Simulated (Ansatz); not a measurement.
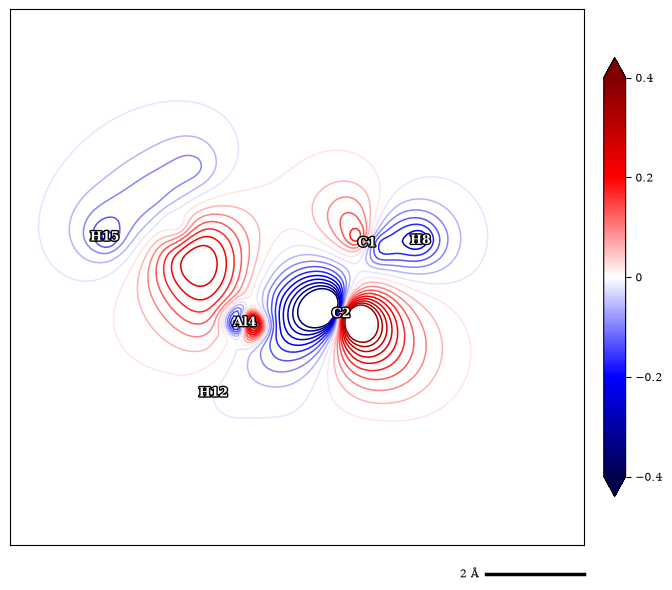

Figure. C2H10Al2Si (SMILES C[CH]([AlH2])[AlH][SiH3]). One frontier orbital on the plane of atoms C1, C2 and Al4 (values in Å⁻³ᐟ²; the overall sign is arbitrary).

The calculation used RKS PBE0/cc-pVDZ in Ansatz.

```xyz
15

C    -1.5859   -0.1616   -0.5919
C    -0.2223   -0.8750   -0.6634
Al   -0.1405   -2.6122    0.2550
Al    1.3372    0.2443   -0.2215
Si    1.0191    2.4742    0.7880
H    -1.6061    0.7883   -1.1531
H    -1.8517    0.0844    0.4492
H    -2.4109   -0.7788   -0.9859
H     0.0465   -1.1716   -1.7053
H     1.0261   -3.6469   -0.0973
H    -1.2373   -2.9755    1.3627
H     2.8059   -0.3312   -0.5063
H    -0.0650    3.2589    0.0993
H     0.5984    2.3368    2.2286
H     2.2647    3.3151    0.7712
```

Question: Which orbital is it: HOMO or LUMO?

Answer: The HOMO, at −7.03 eV. It lies mainly on C2 (about 30 %), Si5 (about 20 %), Al4 (about 15 %) and Al3 (about 10 %).
